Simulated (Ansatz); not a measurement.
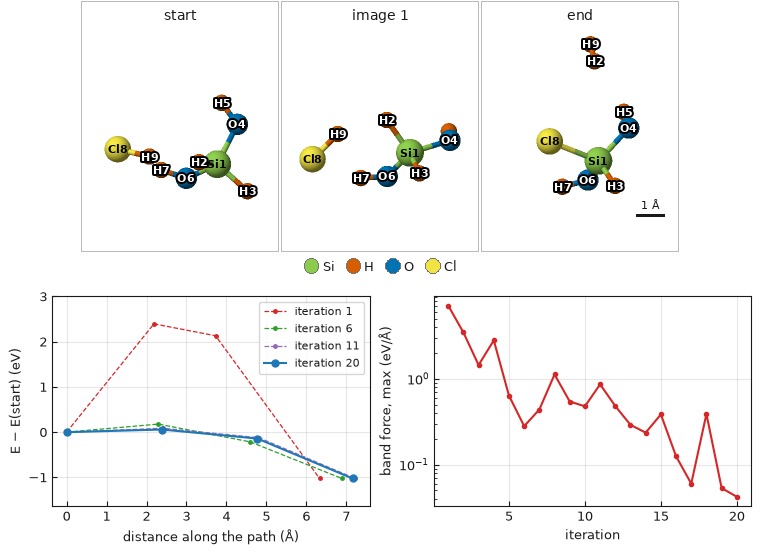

A search for the minimum-energy path of SiH5O2Cl by the nudged elastic band. Images are numbered from 0 (start) to 3 (end). The plot follows the band through its iterations. The picture is a ball-and-stick view, seen at a tilt.

Computed with RKS PBE-D4/6-31G* in Ansatz. Run with 2 movable images; no climbing image; force threshold 0.05 eV/Å; iteration limit 60; starting path through a guess of the saddle point.

Did the band converge, and can the barrier be trusted?

The run is converged, with reservations. The band converged in 20 iterations. The largest component of the band force went from 7.1 to 0.042 eV/Å. No image climbed, so the highest image needn't lie on the saddle point, and the true maximum along this path can be higher. So few images resolve the path coarsely. The first iteration put the highest image at 2.40 eV. Forward barrier 0.06 eV, backward barrier 1.08 eV, with image 1 at the top; the reaction energy is −1.02 eV.
